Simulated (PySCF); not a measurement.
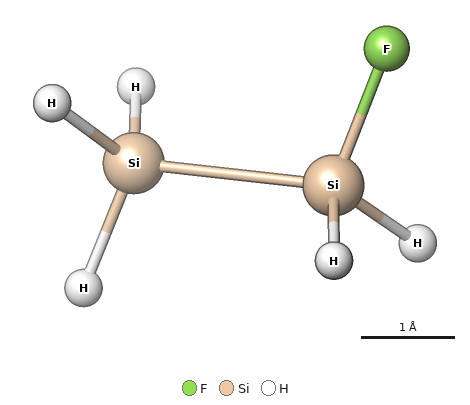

The structure as given in the input (ball-and-stick view, seen at a tilt). Bond lengths as drawn: F–Si 1.63 Å, H–Si 1.49 to 1.50 Å and Si–Si 2.34 Å.

**Si2H5F: NMR shielding calculation**

The run: NMR shielding calculation of Si2H5F. Method and program: GIAO PBE0/STO-3G NMR shielding, non-relativistic, gas phase (PySCF 2.14.0).

The geometry comes from this level: PBE0-D3(BJ)/def2-SVP. Figures and captions count atoms from 1; the log counts them from 0 in places.

### What the program printed
```
coarse grid: 7440 points
cycle   1  E = -673.3217264830  dE = -4.348e-01  |g| = 3.727e-01  |ddm| = 2.887e+00
cycle   2  E = -673.2816446021  dE =  4.008e-02  |g| = 5.731e-01  |ddm| = 1.608e+00
cycle   3  E = -673.3921543660  dE = -1.105e-01  |g| = 2.498e-02  |ddm| = 8.731e-01
cycle   4  E = -673.3923815479  dE = -2.272e-04  |g| = 7.110e-03  |ddm| = 4.955e-02
cycle   5  E = -673.3924060997  dE = -2.455e-05  |g| = 4.853e-04  |ddm| = 1.636e-02
cycle   6  E = -673.3924062209  dE = -1.212e-07  |g| = 9.455e-05  |ddm| = 1.073e-03
final grid: 62320 points
cycle   7  E = -673.3550892476  dE = -1.309e-06  |g| = 1.055e-03  |ddm| = 5.082e-03
cycle   8  E = -673.3550894114  dE = -1.637e-07  |g| = 8.837e-04  |ddm| = 3.350e-03
cycle   9  E = -673.3550897215  dE = -3.101e-07  |g| = 7.449e-05  |ddm| = 1.557e-03
cycle  10  E = -673.3550897240  dE = -2.515e-09  |g| = 8.679e-06  |ddm| = 1.570e-04
cycle  11  E = -673.3550897240  dE = -3.524e-11  |g| = 2.016e-06  |ddm| = 1.982e-05
```

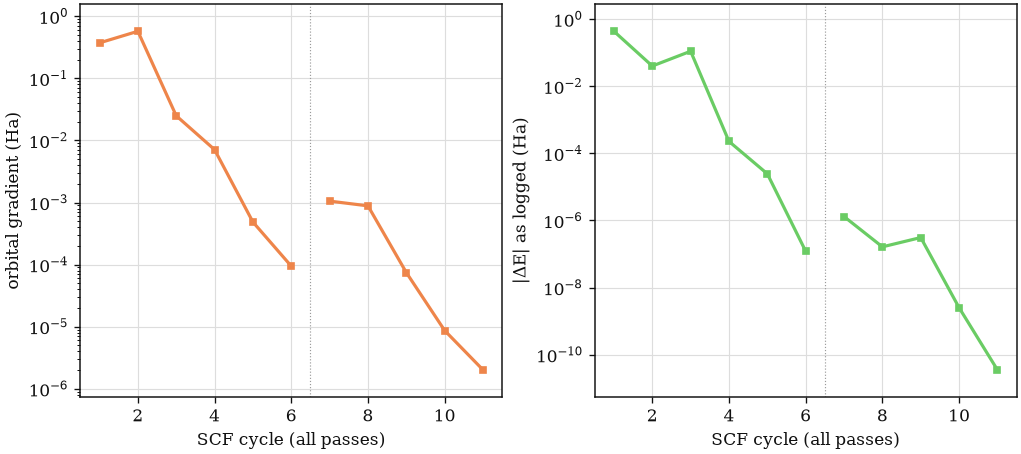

Convergence of the self-consistent field: orbital gradient and size of the energy change against the SCF cycle. The dotted line marks the change from a coarse to the final integration grid. The first 6 cycles use a coarse grid, the final grid takes over at cycle 7, and the field converges after 11 cycles in all.

```
converged SCF energy = -673.3550897240

GIAO shielding tensors (ppm)
atom      isotropic    diamagn.    paramagn.     s11        s22        s33       span
  0 F      549.032     454.390      94.642    349.927    637.026    660.143    310.217
  1 Si     538.336     868.700    -330.364    461.956    509.169    643.884    181.927
  2 Si     609.570     870.206    -260.637    602.416    612.241    614.052     11.637
  3 H       30.181      31.304      -1.123     26.513     27.666     36.365      9.852
  4 H       30.183      31.189      -1.007     26.514     27.667     36.367      9.853
  5 H       31.056      31.089      -0.033     27.457     28.552     37.159      9.702
  6 H       31.055      31.197      -0.142     27.454     28.554     37.157      9.703
  7 H       31.087      31.185      -0.098     27.525     28.326     37.410      9.885
```

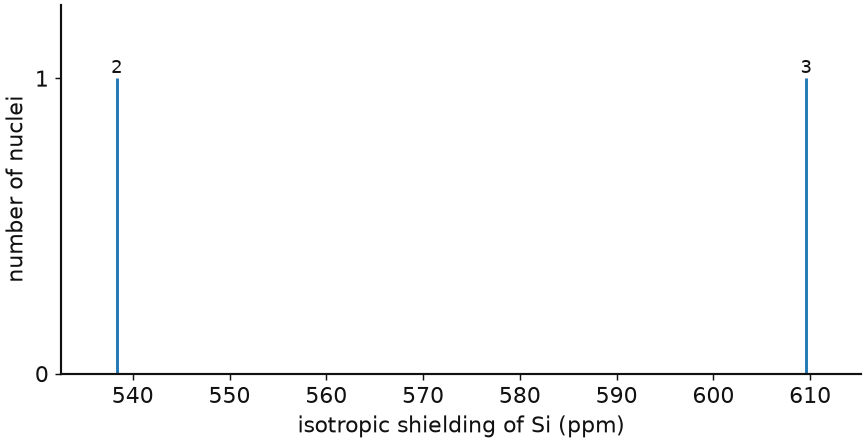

Isotropic shieldings of the silicon nuclei in this fixed geometry, labelled by atom number; shielding grows to the right, so chemical shift grows to the left. The least shielded is Si2 (538.3 ppm), the most shielded Si3 (609.6 ppm).

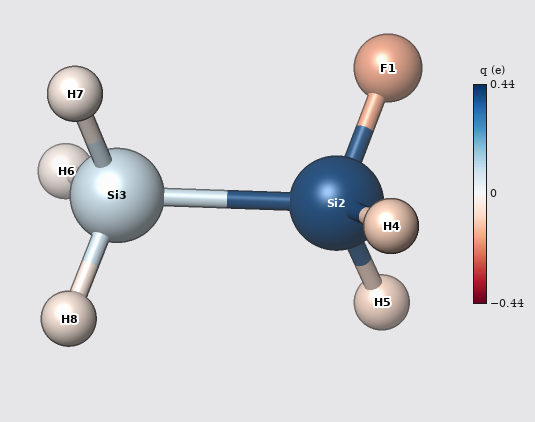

ESP-fitted charges, as the colour of each atom (ball-and-stick view, seen at a tilt; atoms are numbered from 1 in the order of the input). By element: F −0.18, Si +0.09 to +0.42 and H −0.10 to −0.04 e.

This output came from the following input.

### Input
```
{"job": {"kind": "nmr", "xc": "PBE0", "basis": "STO-3G", "pop": true}, "charge": 0, "multiplicity": 1}
F      1.874756     0.208858     1.318996
Si     1.213427    -0.008187    -0.157961
Si    -1.116243     0.107697     0.053612
H      1.650590    -1.339707    -0.672810
H      1.734255     1.059979    -1.061725
H     -1.520695     1.445002     0.582794
H     -1.603024    -0.957621     0.981146
H     -1.735864    -0.094098    -1.293391
```

The first line tells a small driver script what to run in PySCF; the rest is the geometry in Å.

### Summary

```csv
quantity,value
outcome,converged
total energy,−673.355090 hartree
HOMO,−4.66 eV
LUMO,6.21 eV
dipole moment,0.66 D
"isotropic shielding, F",549.0 ppm
"isotropic shielding, Si",538.3 to 609.6 ppm
"isotropic shielding, H",30.2 to 31.1 ppm
hardware,"1 CPU thread, shared host"
wall time,1.5 s
peak memory,0.79 GiB
```
